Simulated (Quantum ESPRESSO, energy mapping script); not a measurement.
# MnS: energy mapping under PBE+U (6 eV), QE, GBRV, part 2 of 2

Aim: the exchange couplings of MnS from the energies of a few collinear orders, and the ordering temperature that they give.

PBE with U = 6 eV on Mn d, ortho-atomic projectors; plane waves, U on orthogonalised atomic orbitals unless named otherwise, collinear spin, no spin–orbit coupling.

So far. Step 9 (Uncompensated ++− start in cell D (6 atoms)): The run ends ferrimagnetic, 20.83 meV a magnetic atom below the parallel order of its cell. Step 10 (Order 9: parallel, cell E of 6 atoms): The run ends ferromagnetic. For each magnetic atom its energy differs from the parallel run of the first cell by 0.68 meV, an error that one common reference would have brought in.

The database entry behind the starting cell differs from later determinations by our own check (an axis about 0.2 % short against later determinations), so it need not match the best structure at ambient conditions.

## (11) Run 10 (uncompensated ++−; cell E, 6 atoms)

This order reverses 5.33 of the 12 neighbours at 3.68 Å, 1.33 of the 6 neighbours at 5.21 Å and 16 of the 24 neighbours at 6.38 Å, counted for an average magnetic atom.

Input file pw.in:

```
&control
  calculation = 'scf'
  prefix = 'pw'
  outdir = './tmp/'
  pseudo_dir = './pseudo/'
  verbosity = 'low'
/
&system
  ibrav = 0
  nat = 6
  ntyp = 3
  ecutwfc = 45
  ecutrho = 360
  nbnd = 49
  occupations = 'smearing'
  smearing = 'fd'
  degauss = 0.00367493
  nspin = 2
  starting_magnetization(1) = 0.3000
  starting_magnetization(2) = -0.3000
/
&electrons
  conv_thr = 1.5e-08
  electron_maxstep = 120
  mixing_beta = 0.3
  mixing_mode = 'plain'
/
ATOMIC_SPECIES
  Mn1 54.9380 Mn.upf
  Mn2 54.9380 Mn.upf
  S 32.0600 S.upf
CELL_PARAMETERS angstrom
  0.00000000 2.60450000 2.60450000
  0.00000000 2.60450000 -2.60450000
  -7.81350000 -2.60450000 0.00000000
ATOMIC_POSITIONS crystal
  Mn1 0.00000000 0.00000000 0.00000000
  Mn1 0.33333333 0.33333333 0.66666667
  Mn2 0.66666667 0.66666667 0.33333333
  S 0.83333333 0.83333333 0.66666667
  S 0.16666667 0.16666667 0.33333333
  S 0.50000000 0.50000000 0.00000000
K_POINTS automatic
  6 6 6 0 0 0
HUBBARD {ortho-atomic}
U Mn1-3d 6
U Mn2-3d 6
```

Run with:

```sh
$ OMP_NUM_THREADS=1 mpirun -n 8 pw.x -nk 8 -in pw.in > pw.out
```

Elapsed: 37 s, on 8 MPI ranks of Intel Xeon Platinum 8375C at 2.90GHz (Ice Lake), shared host; peak memory 1.4 GiB.

The run ends ferrimagnetic, 15.63 meV a magnetic atom below the parallel order of its cell.

## (12) The fit

Each energy difference is a sum of couplings weighted by the pairs that the order reverses. A few near shells are fitted to the differences by least squares. Energies are those extrapolated to zero occupation width, not the free energies F.

The orders that converged (zero: parallel moments in the same cell):

| order | atoms | energy (meV a magnetic atom) | moments (μB) | moments kept as typed | opposed neighbours at 3.68, 5.21, 6.38 Å |
| --- | --- | --- | --- | --- | --- |
| parallel in cell A | 4 | 0.00 | 4.56 | yes | 0, 0, 0 |
| compensated +− in cell A | 4 | -27.10 | 4.50 | yes | 6, 6, 12 |
| parallel in cell B | 4 | 0.00 | 4.56 | yes | 0, 0, 0 |
| compensated +− in cell B | 4 | -13.04 | 4.54 | yes | 8, 0, 16 |
| parallel in cell C | 6 | 0.00 | 4.56 | yes | 0, 0, 0 |
| uncompensated ++− in cell C | 6 | -21.99 | 4.49 to 4.53 | yes | 4, 4, 12 |
| parallel in cell D | 6 | 0.00 | 4.56 | yes | 0, 0, 0 |
| uncompensated ++− in cell D | 6 | -20.83 | 4.50 to 4.53 | yes | 6.67, 2.67, 8 |
| parallel in cell E | 6 | 0.00 | 4.56 | yes | 0, 0, 0 |
| uncompensated ++− in cell E | 6 | -15.63 | 4.52 to 4.54 | yes | 5.33, 1.33, 16 |

Fitted to E = −Σ J e·e over ordered pairs of unit vectors (J > 0 favours parallel moments):

| pair | distance (Å) | neighbours | J (meV) |
| --- | --- | --- | --- |
| Mn–Mn | 3.68 | 12 | -0.590 |
| Mn–Mn | 5.21 | 6 | -1.50 |
| Mn–Mn | 6.38 | 24 | -0.103 |
| Mn–Mn | 7.37 | 12 | -0.250 |

Adding the shell at 8.24 Å gives -0.50, -1.4, -0.089, -0.27 and -0.067 meV and a mean-field temperature of 42.1 K, an exact solve that tests nothing.

In mean field these couplings order at 46.3 K, at q = (0.50, 0.50, 0.50) in fractions of the conventional cell's reciprocal vectors, and give a Curie–Weiss temperature of -167 K.

## (13) Ordering temperature by Monte Carlo

Mean field ignores fluctuations and overstates the ordering temperature, so the model is also sampled. The heat capacity peaks where order sets in.

Classical unit spins with these couplings on 8×8×4 copies of a cell that holds the lowest order (512 spins), heat-bath sweeps, cooled from random directions, 831 sweeps to settle and 2493 measured at each temperature, averaged over 8 runs.

| T (K) | order along the lowest pattern | net moment | heat capacity (k_B a spin) |
| --- | --- | --- | --- |
| 5.55 | 0.43 | 0.01 | 1.03 |
| 9.49 | 0.43 | 0.01 | 1.09 |
| 15.4 | 0.38 | 0.01 | 1.24 |
| 19.3 | 0.32 | 0.01 | 1.44 |
| 23.3 | 0.27 | 0.01 | 1.75 |
| 29.2 | 0.15 | 0.01 | 1.09 |
| 33.1 | 0.11 | 0.02 | 0.72 |
| 37.1 | 0.09 | 0.02 | 0.53 |
| 41.0 | 0.08 | 0.02 | 0.44 |
| 46.9 | 0.07 | 0.02 | 0.34 |
| 50.9 | 0.07 | 0.02 | 0.29 |

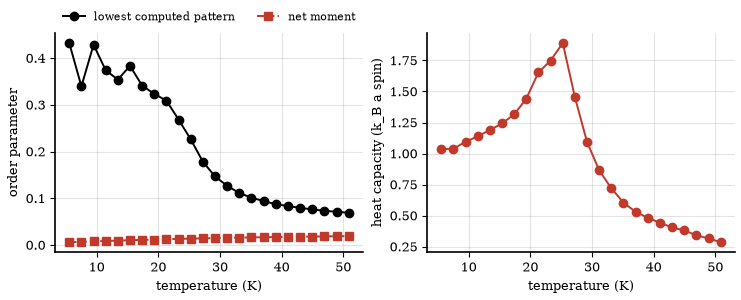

Order parameter and heat capacity against temperature.

The smoothed heat capacity peaks at 24.1 K. The order column follows one pattern alone; equivalent domains or another pattern share the rest.

## (14) Beside the first set of runs

The first set of orders, under PBE+U (4 eV), QE, GBRV, took 58 min of CPU time summed over its finished orders (seed run apart), these 53 min.

| quantity | this set | first set |
| --- | --- | --- |
| J at 3.68 Å, meV | -0.590 | -1.01 |
| J at 5.21 Å, meV | -1.50 | -3.49 |
| J at 6.38 Å, meV | -0.103 | -0.151 |
| J at 7.37 Å, meV | -0.250 | -0.400 |
| ordering temperature, mean field, K | 46.3 | 125 |
| heat-capacity peak, Monte Carlo, K | 24.1 | 73.9 |

The coupling that led in the first set goes from -3.49 to -1.50 meV.

## (15) What came out

| Property | Result |
| --- | --- |
| lowest order tried | compensated +− in cell A |
| largest fitted value, Mn–Mn at 5.21 Å | -1.50 meV |
| ordering temperature, mean field | 46.3 K |
| heat-capacity peak, Monte Carlo | 24.1 K |

Of the orders tried, MnS prefers the order “compensated +− in cell A” under PBE+U (6 eV), QE, GBRV, with 6 of 12 neighbours at 3.68 Å, 6 of 6 neighbours at 5.21 Å and 12 of 24 neighbours at 6.38 Å opposed, and the heat capacity of the fitted model peaks near 24 K (Monte Carlo, classical spins). The coupling at 5.21 Å is 0.43 times that of the first set, at 0.90 times the CPU time. The largest fitted coupling is the Mn–Mn pair at 5.21 Å, antiferromagnetic at -1.5 meV, across a ligand at about 180°. The straight metal–ligand–metal path outweighs the right-angled one, the pattern expected of superexchange through one ligand p orbital, which these runs do not test. The orders also reverse pairs at 8.24 Å, which are not fitted, so the fitted values hold their part too. With 5 differences for 4 couplings the fit misses by 0.82 meV at most, a small part of the spread. In the fitted orders moments change by up to 1.4 % against the parallel run of the same cell, so their size stays put. Monte Carlo puts the peak at 0.52 of the mean-field temperature, since mean field leaves out fluctuations. In tests on simple cubic and body-centred models such peaks lay 5 to 6 % under the bulk value. On cooling, the order along the one computed pattern stays at or under 0.43: the model settles in an equivalent domain, a degenerate mixture or another order. The Curie–Weiss temperature is 6.9 times the peak temperature in size, a mark of frustration. The parallel order holds 5 μB a magnetic atom, spin 2.5; the common factor (S+1)/S would raise the classical 24.1 K to 33.7 K, a correction that often overshoots. The classical value and the one scaled by (S+1)/S differ by a factor of 1.4, so closeness of either to the measured temperature is partly a matter of convention.

Computed beside measured:

```
                             quantity  measured  PBE+U (6 eV), QE, GBRV, Monte Carlo  PBE+U (6 eV), QE, GBRV, Monte Carlo × (S+1)/S
ordering temperature (spin model) (K)       150                         24 (-83.9 %)                                   34 (-77.5 %)
```

Measured values from arxiv:1108.4537 (2011).

Verdict: For the ordering temperature, of the levels listed nearest comes PBE+U (6 eV), QE, GBRV, Monte Carlo × (S+1)/S (-77.5 %, a clear miss) and farthest PBE+U (6 eV), QE, GBRV, Monte Carlo (-83.9 %, a clear miss). A U picked for its result is no test. No cell relaxation is part of this session.

[Logs and program files are shortened in this print: banners, set-up blocks, solver, clock and traceback lines can be left out without a mark of their own.]

[Logs are printed without paths, hosts, clocks, repeated set-up lines and the standing remarks that a program may print on its own settings, such as how far it seeks lower states.]

[Hosts, paths, dates, database ids (printed as entryN), source tags and the programs' standing remarks are cut or masked in the printed files.]

[Where a cell is said to come from a database of computed structures, the database is the Materials Project.]
